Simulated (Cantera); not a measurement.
A closed system holds: 1 mol Si₃H₈, 0.073 mol HCl, 21 mol H₂, 2 mol NH₃, at 1.50 mbar.

These are equilibrium values from Cantera (NASA tables, ideal gas, pure condensed phases), not measurements of a reactor. Candidate condensed phases: NH₄Cl, Si, Si₃N₄; 28 gas species. The feed counts by its element totals alone. Mutual solubility and eutectic melting of coexisting phases are not modelled. Rates play no part.

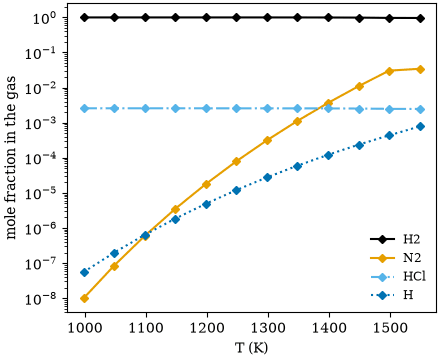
Figure. Equilibrium gas composition (values under 1e-9 drawn at 1e-9)

From 998 K to 1498 K the condensed part is Si(s) + Si₃N₄(s). At 1548 K the condensed part is Si(s). The main Si-bearing gas is SiCl₂ at 998 K and Si at 1548 K.
